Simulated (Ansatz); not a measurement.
# BrClH$_{6}$W: what the fields show

Input

```
crystal:
  periodic: [false, false, false]
  atoms:
    - { symbol: W, position_ang: [0.223455, 0.234055, -0.457554] }
    - { symbol: Cl, position_ang: [0.165969, 0.179574, 3.125752] }
    - { symbol: H, position_ang: [1.377899, -0.643153, 0.34884] }
    - { symbol: H, position_ang: [-0.675465, 1.375072, 0.344234] }
    - { symbol: H, position_ang: [-1.358679, -0.126652, -0.015309] }
    - { symbol: H, position_ang: [-0.110772, -1.353146, -0.012923] }
    - { symbol: H, position_ang: [0.33442, 0.34342, -2.161366] }
    - { symbol: Br, position_ang: [1.931214, 1.974449, 0.277254] }
    - { symbol: H, position_ang: [1.058258, 1.08558, 2.727273] }
basis:
  gaussian: { orbitals: def2-SVP }
hamiltonian:
  xc: pbe0
  dispersion: d4
relax:
  f_tol: 0.03
  max_steps: 50
output:
  orbitals: {}
```

Run with:

```sh
ansatz run input.yaml --threads 2 --pin off --max-ram 3072MiB --backend cpu --events-out ev --progress --plain --runs-dir out
```

The fields are those of the run's last geometry, not of the input's.

Core potentials replace the inner electrons of W.

Computed with RKS PBE0-D4/def2-SVP (Ansatz 0.2.0).

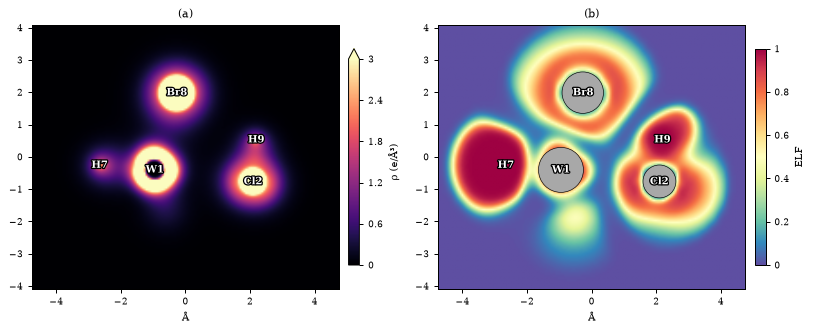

Figure 1. (a) electron density; (b) ELF on the plane of atoms Cl2, W1 and Br8. Grey discs cover the atomic cores in the ELF map.

Q: What do the fields say about this system?

A: Atoms in the plane: W, Cl, H and Br. W–Br (2.49 Å): the density is about 0.56 e/Å³ at the midpoint; the ELF peaks at about 0.75 in the valence shell of Br, 1.0 Å from its nucleus, and is about 0.45 at the midpoint. W–Cl (3.07 Å): ρ at the midpoint is about 0.13 e/Å³; the ELF peaks at about 0.90 in the valence shell of Cl, 0.9 Å from its nucleus, and drops to about 0.05 between the two atoms. Cl–H (1.29 Å): ρ at the midpoint is about 1.9 e/Å³; the ELF climbs to about 1 towards the hydrogen, as it does in any bond to H; a covalent bond by its length.

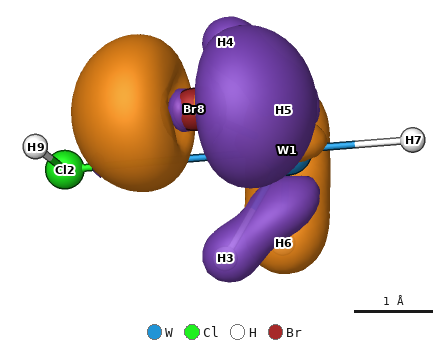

Figure 2. The HOMO−1 at ±0.15 Å⁻³ᐟ² (orange and purple are the two phases), seen from one side.

Q: What is the character of this orbital?

A: It lies mainly on Br8 (about 65 %) and W1 (about 15 %). Its energy is −8.36 eV.

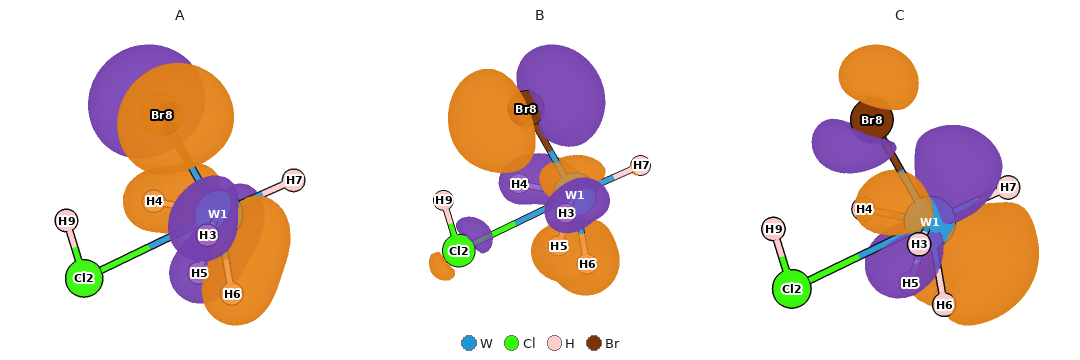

Figure 3. Three frontier orbitals at ±0.1 Å⁻³ᐟ² (orange and purple are the two phases), in no order.

Q: Which picture is the HOMO−1, the HOMO and the LUMO?

A: B is the HOMO−1 (−8.36 eV). It lies mainly on Br8 (about 65 %) and W1 (about 15 %). A is the HOMO (−7.42 eV). It lies mainly on Br8 (about 55 %) and W1 (about 30 %). C is the LUMO (−3.41 eV). By Hirshfeld shares it lies mainly on W1 (about 70 %) and Br8 (about 15 %).

Q: What is the HOMO–LUMO gap?

A: 4.01 eV between the orbital energies.
